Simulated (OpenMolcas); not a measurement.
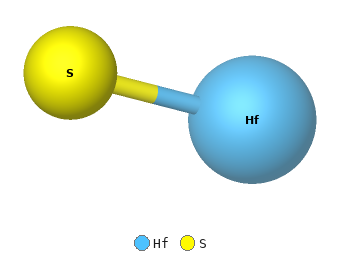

The molecule at the reference distance of 2.159 Å.

Relativistic diatomic calculation for HfS (part 1 of 2)

HfS. Computed at this level: SA-CASSCF(8,9)/XMS-CASPT2 + RASSI spin-orbit (X2C scalar, AMFI), ANO-RCC-VDZP (OpenMolcas).

## Results in brief

| quantity | value |
| --- | --- |
| outcome | converged |
| lowest spin-free state | ⁵Π |
| lowest spin-orbit level | Ω = 0, −15473.73139 hartree |
| next level | Ω = 1, 959 cm⁻¹ |
| hardware | 1 thread of Arm Neoverse V2, 24 GiB of memory available, shared host |
| wall time | 78 s |
| peak memory | 0.58 GiB |

## Remarks

To bear in mind: 4 of the 95 spin-orbit states have no clean Ω, so their splittings aren't to be trusted.

## Input
```
&GATEWAY
Coord
2
angstrom
Hf 0.0 0.0 0.0
S 0.0 0.0 2.1590
Basis=ANO-RCC-VDZP
Group=XY
RX2C
AMFI
ANGMom
0.0 0.0 0.0
RICD
&SEWARD
&GUESSORB
&RASSCF
FileOrb=$CurrDir/o51.orb
Symmetry=1
Spin=5
nActEl=8 0 0
Inactive=22 18
RAS2=5 4
CIRoot=9 9 1
Linear
Iterations=120 100
OrbListing=Nothing
PRWF=0.15
>>COPY $Project.RasOrb $CurrDir/o51.orb
>>COPY $Project.rasscf.h5 $CurrDir/r51.h5
&CASPT2
XMultistate=all
Imaginary=0.2
IPEA=0.25
MaxIter=40
>>COPY $Project.JobMix JOB001
&RASSCF
CIOnly
FileOrb=$CurrDir/ref.orb
Symmetry=2
Spin=5
nActEl=8 0 0
Inactive=22 18
RAS2=5 4
CIRoot=10 10 1
Linear
Iterations=120 100
OrbListing=Nothing
PRWF=0.15
>>COPY $Project.RasOrb $CurrDir/o52.orb
>>COPY $Project.rasscf.h5 $CurrDir/r52.h5
&CASPT2
XMultistate=all
Imaginary=0.2
IPEA=0.25
MaxIter=40
>>COPY $Project.JobMix JOB002
&RASSI
Nr of JobIphs=2 9 10
1 2 3 4 5 6 7 8 9
1 2 3 4 5 6 7 8 9 10
SpinOrbit
EJob
Omega
MEES
MESO
Properties=4
'AngMom' 3 'Mltpl  1' 1 'Mltpl  1' 2 'Mltpl  1' 3
Thrs=1.0d-4
>>COPY $Project.rassi.h5 $CurrDir/so.h5
```

The first orbital files come from an earlier step.

Launched with:
```bash
pymolcas m.inp (one call a module block, same work directory)
```

## Output (extracts)
```
++    Wave function specifications:
      Number of closed shell electrons          80
      Number of electrons in active shells       8
      Number of inactive orbitals               40
      Number of active orbitals                  9
      Number of secondary orbitals              37
      Spin quantum number                      2.0
      State symmetry                             1
++    Orbital specifications:
      Symmetry species                           1   2
                                                 a   b
      Frozen orbitals                            0   0
      Inactive orbitals                         22  18
      Active orbitals                            5   4
      RAS2 orbitals                              5   4
      Secondary orbitals                        19  18
      Number of basis functions                 46  40
      printout of CI-coefficients larger than  0.15 for root  1
      energy=  -15473.398743
      conf/sym  11111 2222     Coeff  Weight
           706  02u0u u2u0   0.30532 0.09322
           708  02u0u 2u0u   0.30532 0.09322
           801  020uu 2uu0  -0.63257 0.40014
           805  020uu u20u   0.63257 0.40014
      printout of CI-coefficients larger than  0.15 for root  2
      energy=  -15473.398743
      conf/sym  11111 2222     Coeff  Weight
           705  02u0u 2uu0   0.63257 0.40014
           709  02u0u u20u  -0.63257 0.40014
           802  020uu u2u0   0.30532 0.09322
           804  020uu 2u0u   0.30532 0.09322
      printout of CI-coefficients larger than  0.15 for root  3
      energy=  -15473.396036
      conf/sym  11111 2222     Coeff  Weight
           705  02u0u 2uu0  -0.26216 0.06873
           706  02u0u u2u0   0.42305 0.17897
           708  02u0u 2u0u  -0.42305 0.17897
           709  02u0u u20u  -0.26216 0.06873
           801  020uu 2uu0   0.42305 0.17897
           802  020uu u2u0   0.26216 0.06873
           804  020uu 2u0u  -0.26216 0.06873
           805  020uu u20u   0.42305 0.17897
      printout of CI-coefficients larger than  0.15 for root  4
      energy=  -15473.396036
      conf/sym  11111 2222     Coeff  Weight
           705  02u0u 2uu0   0.42305 0.17897
           706  02u0u u2u0   0.26216 0.06873
           708  02u0u 2u0u  -0.26216 0.06873
           709  02u0u u20u   0.42305 0.17897
           801  020uu 2uu0   0.26216 0.06873
           802  020uu u2u0  -0.42305 0.17897
           804  020uu 2u0u   0.42305 0.17897
           805  020uu u20u   0.26216 0.06873
      printout of CI-coefficients larger than  0.15 for root  5
      energy=  -15473.381493
      conf/sym  11111 2222     Coeff  Weight
           705  02u0u 2uu0   0.22103 0.04885
           706  02u0u u2u0  -0.44135 0.19479
           708  02u0u 2u0u   0.44135 0.19479
           709  02u0u u20u   0.22103 0.04886
           801  020uu 2uu0   0.44135 0.19479
           802  020uu u2u0   0.22103 0.04886
           804  020uu 2u0u  -0.22103 0.04885
           805  020uu u20u   0.44135 0.19479
      printout of CI-coefficients larger than  0.15 for root  6
      energy=  -15473.380626
      conf/sym  11111 2222     Coeff  Weight
           705  02u0u 2uu0  -0.44444 0.19752
           706  02u0u u2u0  -0.22258 0.04954
           708  02u0u 2u0u   0.22258 0.04954
           709  02u0u u20u  -0.44444 0.19753
           801  020uu 2uu0   0.22258 0.04954
           802  020uu u2u0  -0.44444 0.19753
           804  020uu 2u0u   0.44444 0.19752
           805  020uu u20u   0.22258 0.04954
      printout of CI-coefficients larger than  0.15 for root  7
      energy=  -15473.378575
      conf/sym  11111 2222     Coeff  Weight
           705  02u0u 2uu0  -0.30570 0.09346
           709  02u0u u20u   0.30570 0.09345
           802  020uu u2u0   0.63333 0.40110
           804  020uu 2u0u   0.63333 0.40111
      printout of CI-coefficients larger than  0.15 for root  8
      energy=  -15473.378575
      conf/sym  11111 2222     Coeff  Weight
           706  02u0u u2u0  -0.63333 0.40110
           708  02u0u 2u0u  -0.63333 0.40111
           801  020uu 2uu0  -0.30570 0.09345
           805  020uu u20u   0.30570 0.09345
      printout of CI-coefficients larger than  0.15 for root  9
      energy=  -15473.359327
      conf/sym  11111 2222     Coeff  Weight
          1265  0uuuu 2200  -0.83874 0.70349
          1343  0u00u 22uu  -0.53419 0.28536
      Natural orbitals and occupation numbers for root  1
      sym 1:   0.015565   1.985323   0.190855   0.811504   0.997643
      sym 2:   1.497901   1.497898   0.501657   0.501655
      Natural orbitals and occupation numbers for root  2
      sym 1:   0.015565   1.985323   0.811504   0.190855   0.997643
      sym 2:   1.497901   1.497898   0.501657   0.501655
      Natural orbitals and occupation numbers for root  3
      sym 1:   0.015318   1.985703   0.500075   0.500075   0.999819
      sym 2:   1.498302   1.498305   0.501203   0.501202
      Natural orbitals and occupation numbers for root  4
      sym 1:   0.015318   1.985703   0.500075   0.500075   0.999819
      sym 2:   1.498302   1.498305   0.501203   0.501202
      Natural orbitals and occupation numbers for root  5
      sym 1:   0.015597   1.974808   0.506410   0.506410   0.994729
      sym 2:   1.503275   1.503280   0.497746   0.497746
      Natural orbitals and occupation numbers for root  6
      sym 1:   0.015592   1.985064   0.500982   0.500982   0.998136
      sym 2:   1.498129   1.498134   0.501491   0.501490
      Natural orbitals and occupation numbers for root  7
      sym 1:   0.015530   1.985143   0.189610   0.810791   0.999679
      sym 2:   1.498063   1.498058   0.501561   0.501565
      Natural orbitals and occupation numbers for root  8
      sym 1:   0.015530   1.985143   0.810791   0.189610   0.999679
      sym 2:   1.498062   1.498058   0.501561   0.501564
      Natural orbitals and occupation numbers for root  9
      sym 1:   0.005043   1.001668   0.711629   0.711629   0.999773
      sym 2:   1.994643   1.994643   0.290486   0.290486
      RASSCF energy for state  9                 -15473.35932720
::    RASSCF root number  1 Total energy: -15473.39874307
::    RASSCF root number  2 Total energy: -15473.39874307
::    RASSCF root number  3 Total energy: -15473.39603583
::    RASSCF root number  4 Total energy: -15473.39603583
::    RASSCF root number  5 Total energy: -15473.38149346
::    RASSCF root number  6 Total energy: -15473.38062649
::    RASSCF root number  7 Total energy: -15473.37857512
::    RASSCF root number  8 Total energy: -15473.37857512
::    RASSCF root number  9 Total energy: -15473.35932720
      Von Neumann Entropy (Root   1) =  3.04268
++    Wave function specifications:
      Number of closed shell electrons          10
      Number of electrons in active shells       8
      Number of inactive orbitals                5
      Number of active orbitals                  9
      Number of secondary orbitals              37
      Spin quantum number                      2.0
      State symmetry                             1
      Number of CSFs                          1360
      Number of CASSCF root(s) available         9
      CASPT2 state passed to geometry opt.       9
      A file JOBMIX will be created
      This is a MULTI-STATE CASSCF reference
      Number of CI roots used                    9
      These are:                                 1   2   3   4   5   6   7   8   9
      Off-diagonal elements of Heff are computed
  FINAL CASPT2 RESULT:
      Reference energy:      -15473.3987430665
      E2 (Non-variational):      -0.3206709619
      Shift correction:          -0.0017836396
      E2 (Variational):          -0.3224546015
      Total energy:          -15473.7211976679
      Reference weight:           0.91965
  FINAL CASPT2 RESULT:
      Reference energy:      -15473.3987430664
      E2 (Non-variational):      -0.3206930190
      Shift correction:          -0.0017833626
      E2 (Variational):          -0.3224763816
      Total energy:          -15473.7212194480
      Reference weight:           0.91964
  FINAL CASPT2 RESULT:
      Reference energy:      -15473.3960358360
      E2 (Non-variational):      -0.3198679594
      Shift correction:          -0.0017125225
      E2 (Variational):          -0.3215804819
      Total energy:          -15473.7176163179
      Reference weight:           0.92054
  FINAL CASPT2 RESULT:
      Reference energy:      -15473.3960358360
      E2 (Non-variational):      -0.3198721842
      Shift correction:          -0.0017126108
      E2 (Variational):          -0.3215847950
      Total energy:          -15473.7176206309
      Reference weight:           0.92053
  FINAL CASPT2 RESULT:
      Reference energy:      -15473.3814934650
      E2 (Non-variational):      -0.3227352697
      Shift correction:          -0.0023210452
      E2 (Variational):          -0.3250563149
      Total energy:          -15473.7065497799
      Reference weight:           0.91668
  FINAL CASPT2 RESULT:
      Reference energy:      -15473.3806264931
      E2 (Non-variational):      -0.3219515893
      Shift correction:          -0.0019727952
      E2 (Variational):          -0.3239243845
      Total energy:          -15473.7045508776
      Reference weight:           0.91817
  FINAL CASPT2 RESULT:
      Reference energy:      -15473.3785751223
      E2 (Non-variational):      -0.3221344088
      Shift correction:          -0.0021587789
      E2 (Variational):          -0.3242931877
      Total energy:          -15473.7028683100
      Reference weight:           0.91758
  FINAL CASPT2 RESULT:
      Reference energy:      -15473.3785751210
      E2 (Non-variational):      -0.3221308212
      Shift correction:          -0.0021577925
      E2 (Variational):          -0.3242886137
      Total energy:          -15473.7028637348
      Reference weight:           0.91758
  FINAL CASPT2 RESULT:
      Reference energy:      -15473.3593272004
      E2 (Non-variational):      -0.3376981066
      Shift correction:          -0.0026150813
      E2 (Variational):          -0.3403131880
      Total energy:          -15473.6996403884
      Reference weight:           0.90406
       Total XMS-CASPT2 energies:
::    XMS-CASPT2 Root  1     Total energy: -15473.72130290
::    XMS-CASPT2 Root  2     Total energy: -15473.72128133
::    XMS-CASPT2 Root  3     Total energy: -15473.71762064
::    XMS-CASPT2 Root  4     Total energy: -15473.71761632
::    XMS-CASPT2 Root  5     Total energy: -15473.70673707
::    XMS-CASPT2 Root  6     Total energy: -15473.70455088
::    XMS-CASPT2 Root  7     Total energy: -15473.70278644
::    XMS-CASPT2 Root  8     Total energy: -15473.70277849
::    XMS-CASPT2 Root  9     Total energy: -15473.69945309
++    Wave function specifications:
      Number of closed shell electrons          80
      Number of electrons in active shells       8
      Number of inactive orbitals               40
      Number of active orbitals                  9
      Number of secondary orbitals              37
      Spin quantum number                      2.0
      State symmetry                             2
      printout of CI-coefficients larger than  0.15 for root  1
      energy=  -15473.393415
      conf/sym  11111 2222     Coeff  Weight
           605  02uuu 2u00  -0.89965 0.80937
          1005  0200u 2uuu  -0.42236 0.17839
      printout of CI-coefficients larger than  0.15 for root  2
      energy=  -15473.393415
      conf/sym  11111 2222     Coeff  Weight
           606  02uuu u200   0.89965 0.80937
          1006  0200u u2uu   0.42237 0.17839
      printout of CI-coefficients larger than  0.15 for root  3
      energy=  -15473.365338
      conf/sym  11111 2222     Coeff  Weight
          1245  0uu0u 22u0  -0.33018 0.10902
          1248  0uu0u 220u   0.62246 0.38746
          1293  0u0uu 22u0  -0.62246 0.38746
          1296  0u0uu 220u  -0.33018 0.10902
      printout of CI-coefficients larger than  0.15 for root  4
      energy=  -15473.365338
      conf/sym  11111 2222     Coeff  Weight
          1245  0uu0u 22u0   0.62246 0.38746
          1248  0uu0u 220u   0.33018 0.10902
          1293  0u0uu 22u0  -0.33018 0.10902
          1296  0u0uu 220u   0.62246 0.38746
      printout of CI-coefficients larger than  0.15 for root  5
      energy=  -15473.354872
      conf/sym  11111 2222     Coeff  Weight
           606  02uuu u200  -0.34402 0.11835
          1006  0200u u2uu   0.76521 0.58555
          1245  0uu0u 22u0  -0.33207 0.11027
          1248  0uu0u 220u   0.17639 0.03111
          1293  0u0uu 22u0   0.17639 0.03111
          1296  0u0uu 220u   0.33207 0.11027
      printout of CI-coefficients larger than  0.15 for root  6
      energy=  -15473.354872
      conf/sym  11111 2222     Coeff  Weight
           605  02uuu 2u00   0.34402 0.11835
          1005  0200u 2uuu  -0.76521 0.58555
          1245  0uu0u 22u0  -0.17639 0.03111
          1248  0uu0u 220u  -0.33207 0.11027
          1293  0u0uu 22u0  -0.33207 0.11027
          1296  0u0uu 220u   0.17639 0.03111
      printout of CI-coefficients larger than  0.15 for root  7
      energy=  -15473.347728
      conf/sym  11111 2222     Coeff  Weight
           606  02uuu u200  -0.24519 0.06012
          1006  0200u u2uu   0.47018 0.22107
          1245  0uu0u 22u0   0.52684 0.27756
          1248  0uu0u 220u  -0.27662 0.07652
          1293  0u0uu 22u0  -0.27662 0.07652
          1296  0u0uu 220u  -0.52684 0.27756
      printout of CI-coefficients larger than  0.15 for root  8
      energy=  -15473.347728
      conf/sym  11111 2222     Coeff  Weight
           605  02uuu 2u00   0.24519 0.06012
          1005  0200u 2uuu  -0.47018 0.22107
          1245  0uu0u 22u0   0.27662 0.07652
          1248  0uu0u 220u   0.52684 0.27756
          1293  0u0uu 22u0   0.52684 0.27756
          1296  0u0uu 220u  -0.27662 0.07652
      printout of CI-coefficients larger than  0.15 for root  9
      energy=  -15473.286743
      conf/sym  11111 2222     Coeff  Weight
           934  02u00 u2uu   0.70138 0.49194
           957  020u0 2uuu   0.70096 0.49135
      printout of CI-coefficients larger than  0.15 for root 10
      energy=  -15473.286743
      conf/sym  11111 2222     Coeff  Weight
           933  02u00 2uuu   0.70109 0.49152
           958  020u0 u2uu  -0.70125 0.49176
      Natural orbitals and occupation numbers for root  1
      sym 1:   0.015673   1.984474   0.819166   0.819348   0.999574
      sym 2:   1.996158   1.000072   0.182026   0.183508
      Natural orbitals and occupation numbers for root  2
      sym 1:   0.015673   1.984475   0.819165   0.819348   0.999574
      sym 2:   1.000072   1.996158   0.183509   0.182026
      Natural orbitals and occupation numbers for root  3
      sym 1:   0.004688   0.998344   0.500194   0.500195   0.999947
      sym 2:   1.996569   1.996569   0.501747   0.501746
      Natural orbitals and occupation numbers for root  4
      sym 1:   0.004688   0.998344   0.500194   0.500195   0.999947
      sym 2:   1.996569   1.996569   0.501746   0.501747
      Natural orbitals and occupation numbers for root  5
      sym 1:   0.012887   1.702975   0.262979   0.264746   0.998146
      sym 2:   1.285524   1.995239   0.739172   0.738332
      Natural orbitals and occupation numbers for root  6
      sym 1:   0.012887   1.702975   0.262979   0.264746   0.998146
      sym 2:   1.995239   1.285524   0.738331   0.739173
      Natural orbitals and occupation numbers for root  7
      sym 1:   0.008720   1.279368   0.418764   0.419114   0.999023
      sym 2:   1.712136   1.995616   0.583705   0.583554
      Natural orbitals and occupation numbers for root  8
      sym 1:   0.008720   1.279369   0.418764   0.419114   0.999023
      sym 2:   1.995616   1.712136   0.583554   0.583705
      Natural orbitals and occupation numbers for root  9
      sym 1:   0.014445   1.985043   0.500565   0.499951   0.002029
      sym 2:   1.498540   1.499153   1.000137   1.000136
      Natural orbitals and occupation numbers for root 10
      sym SPIN-FREE ENERGIES:
  (Shifted by EMIN (a.u.) =     -15473.7239777813)
 SF State       Relative EMIN(au)   Rel lowest level(eV)    D:o, cm**(-1)      Abs_M
    10             0.0000000000        0.0000000000              0.0000         1.0
    11             0.0000005903        0.0000160628              0.1296         1.0
     1             0.0026748841        0.0727873052            587.0692         2.0
     2             0.0026964488        0.0733741109            591.8021         2.0
     3             0.0063571416        0.1729866366           1395.2313         4.0
     4             0.0063614574        0.1731040753           1396.1785         4.0
     5             0.0172407155        0.4691437675           3783.8997         0.0
     6             0.0194269019        0.5286329324           4263.7121         0.0
     7             0.0211913390        0.5766457099           4650.9613         2.0
     8             0.0211992955        0.5768622180           4652.7076         2.0
    12             0.0229097972        0.6234073414           5028.1193         3.0
    13             0.0229098053        0.6234075605           5028.1211         3.0
     9             0.0245246925        0.6673508809           5382.5479         0.0
    14             0.0340283552        0.9259587160           7468.3607         1.0
    15             0.0340284251        0.9259606177           7468.3760         1.0
    16             0.0417623750        1.1364121169           9165.7819         1.0
    17             0.0417629305        1.1364272339           9165.9038         1.0
    18             0.1084224736        2.9503258063          23795.9824         3.0
    19             0.1084224862        2.9503261497          23795.9852         3.0
```

(Continued in part 2.)
